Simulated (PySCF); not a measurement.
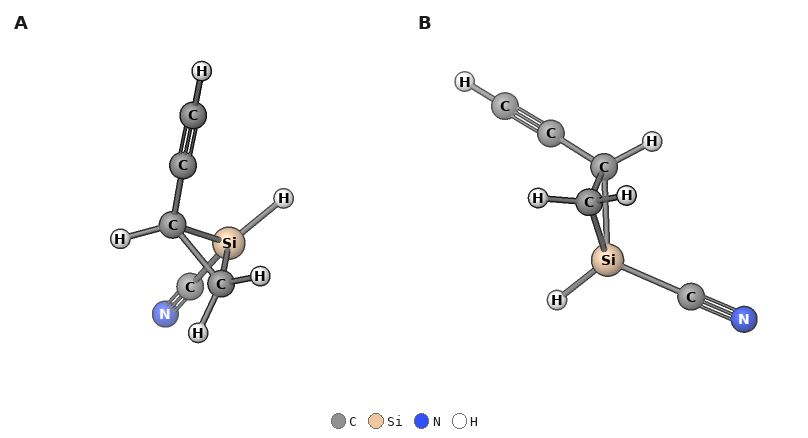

Atoms fade into the background with distance from the viewer. The computed structure is the end point of a PBE0-D3(BJ)/def2-SVP optimisation. No frequency run is at hand to confirm it as a minimum.

How are A and B related: the same structure turned, mirror images, conformers, diastereomers or constitutional isomers?

They are enantiomers, mirror images that no rotation superimposes: A is C#C[C@@H]1C[Si@H]1C#N (R, R), B is C#C[C@H]1C[Si@@H]1C#N (S, S). Their energies are equal.
